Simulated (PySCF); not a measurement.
# CuH2S2 (Cu(SH)2): the cost of one run

Computed with PySCF 2.14.0 and routines of our own; the level stands in each step. Atoms count from 0.

## 1. The starting structure

5 atoms, charge 0, states of the metal's open shell are computed; geometry from: model start, shaken.

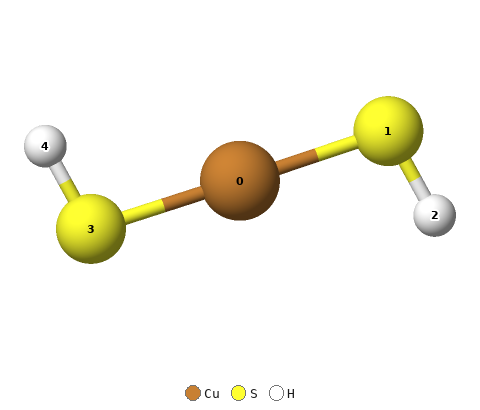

The starting geometry (copper orange, sulfur yellow, hydrogen white); sticks join atoms by distance alone.

## 2. Optimising the geometry at PBE0-D3(BJ)/def2-TZVP

Job settings and geometry (Å):

```
{"job": {"xc": "PBE0", "basis": "def2-TZVP", "d3": "d3bj", "grid": 1, "maxiter": 45, "kind": "geom"}, "charge": 0, "metal": "Cu", "open_shell": "d9"}
Cu     0.000020     0.004480    -0.004110
S     -0.013360    -0.006820     2.215130
H      1.320900     0.020100     2.472620
S     -0.009310     0.007350    -2.224650
H     -1.318420    -0.013960    -2.480440
```

Launch:

```console
OMP_NUM_THREADS=1 python lf_run.py task.json out
```

One launch serves the whole session: the jobs run in the order shown.

**Question.** How long does this first job take on 1 thread of Intel Xeon Platinum 8488C, shared host, and how much memory does it need?

About 35 s, with a peak of 0.45 GiB.
